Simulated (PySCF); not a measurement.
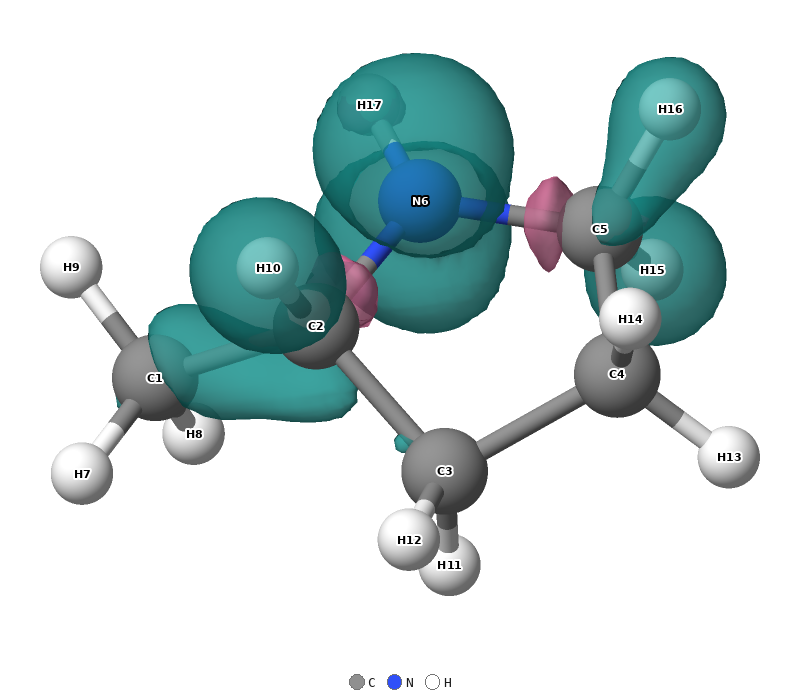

Figure 1: C₅H₁₁N (charge +1, doublet). Isosurfaces of the spin density (α minus β) at +0.03 (teal) and −0.03 e/Å³ (pink), seen at a tilt.

Geometry: GFN2-xTB.

Computed with UKS B3LYP, pcH-1 on C H N, non-relativistic, mean-field spin-orbit, GIAO in PySCF 2.14.0, density-fitted response routines.

```yaml
atoms:
  - { symbol: C, position_ang: [2.1092, -0.0439, -0.1387] }
  - { symbol: C, position_ang: [0.6367, 0.1911, -0.4572] }
  - { symbol: C, position_ang: [-0.2820, -1.0407, -0.4749] }
  - { symbol: C, position_ang: [-1.6557, -0.4524, -0.1362] }
  - { symbol: C, position_ang: [-1.3085, 0.7021, 0.8027] }
  - { symbol: N, position_ang: [-0.0050, 1.0771, 0.4311] }
  - { symbol: H, position_ang: [2.5318, -0.7282, -0.8683] }
  - { symbol: H, position_ang: [2.2076, -0.4811, 0.8530] }
  - { symbol: H, position_ang: [2.6816, 0.8801, -0.1682] }
  - { symbol: H, position_ang: [0.6131, 0.6528, -1.4669] }
  - { symbol: H, position_ang: [0.0439, -1.7410, 0.2963] }
  - { symbol: H, position_ang: [-0.2725, -1.5562, -1.4307] }
  - { symbol: H, position_ang: [-2.3221, -1.1786, 0.3203] }
  - { symbol: H, position_ang: [-2.1371, -0.0635, -1.0349] }
  - { symbol: H, position_ang: [-1.3167, 0.3691, 1.8567] }
  - { symbol: H, position_ang: [-2.0017, 1.5528, 0.7697] }
  - { symbol: H, position_ang: [0.4705, 1.8726, 0.8363] }
```

**Which atoms carry the spin?**

The unpaired spin (1 electron) lies mostly on N6 (about 0.6) and H10 (about 0.1), in electrons by Hirshfeld's partition.
